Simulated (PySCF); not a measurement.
# C3F5O2 (doublet): what the fields show

```
atom    x (Å)    y (Å)    z (Å)
   O   1.8124  -0.1053   0.0836
   C   2.4934  -0.7801   0.7120
   O   3.1727  -1.4506   1.3372
   C  -0.6066   0.9749  -0.7604
   F  -0.7639   0.9307  -2.0725
   F  -0.7739   2.1981  -0.2864
   C  -1.1876  -0.1618   0.0432
   F  -0.8013  -1.3384  -0.4462
   F  -2.5364  -0.1694   0.0509
   F  -0.8000  -0.0935   1.3162
```

Geometry: GFN2-xTB; at this geometry the atoms fall into two loosely joined parts.

Level of theory: PySCF, UKS B3LYP, pcH-1 on C F O, non-relativistic, mean-field spin-orbit, GIAO.

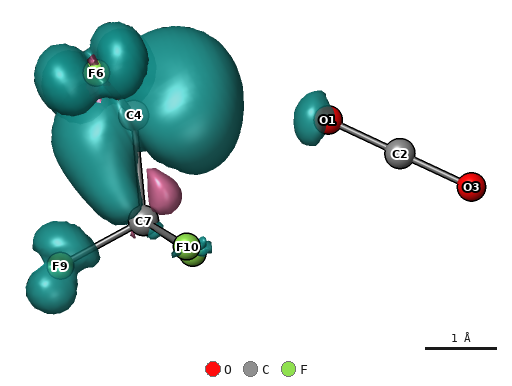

Figure 1. Isosurfaces of the spin density (α minus β) at +0.015 (teal) and −0.015 e/Å³ (pink), seen at a tilt.

Question: Describe the spin distribution.

Answer: The unpaired spin (1 electron) lies mostly on C4 (about 0.6), F6 (about 0.1) and F5 (about 0.1), in electrons by Hirshfeld's partition.

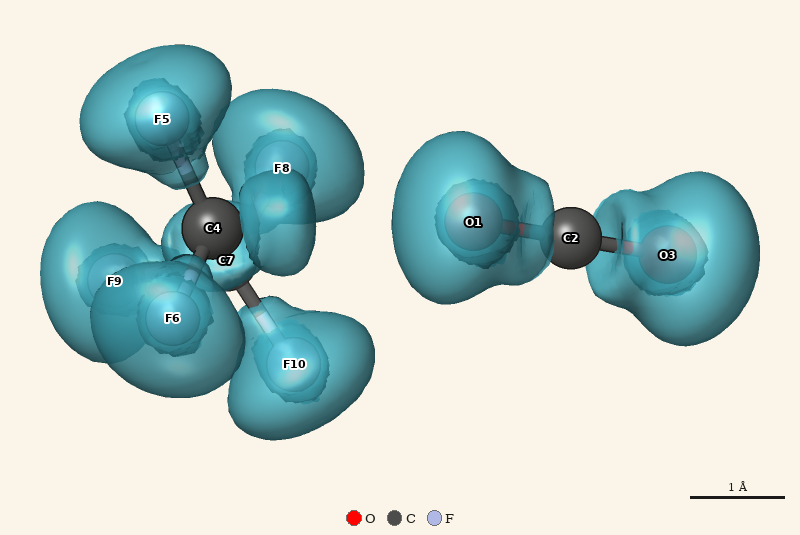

Figure 2. Isosurface of the electron localisation function at 0.75 (cyan), seen from one side. Core shells and regions of very low density are left out.

Question: Identify the bonds, lone pairs and shells in this picture.

Answer: The ELF exceeds this value in one region on C in which the atom's valence shell and bonds are merged, five regions on F in which the atom's valence shell and bonds are merged and two regions on O in which the atom's valence shell and bonds are merged. Along the contacts the grid gives the following. C–O (1.14 Å): the ELF peaks at about 0.85 between the atoms: a multiple bond. C–F (1.32 Å): the ELF peaks at about 0.85 between the atoms; a shared but strongly polarised pair.

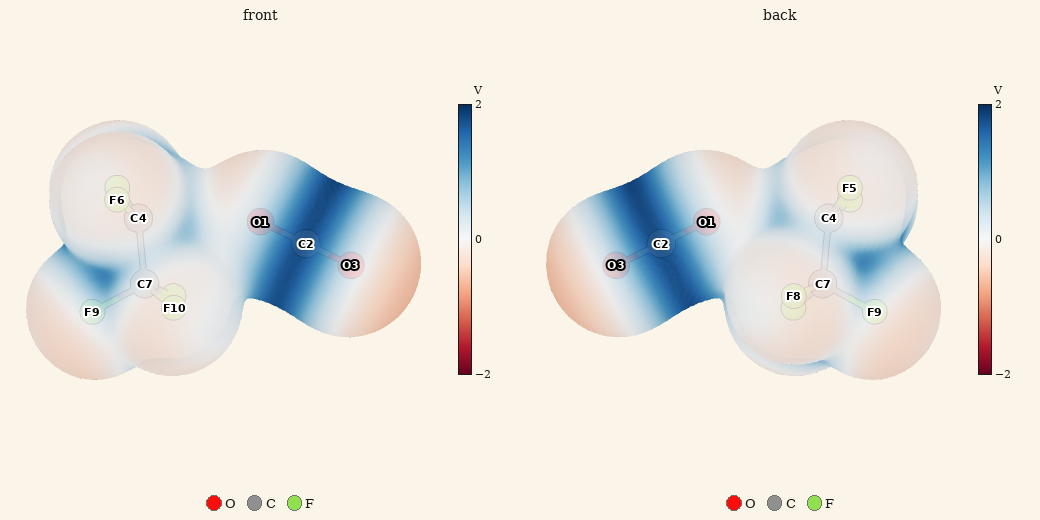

Figure 3. The electrostatic potential painted on the density surface at 0.002 e/bohr³, seen from the front and from behind; red is negative and blue positive.

Question: Describe the electrostatic potential map.

Answer: The most negative region (about −0.6 V, or −14 kcal/mol for a unit charge) lies over O3, the most positive (about +1.8 V, or +42 kcal/mol for a unit charge) over C2.
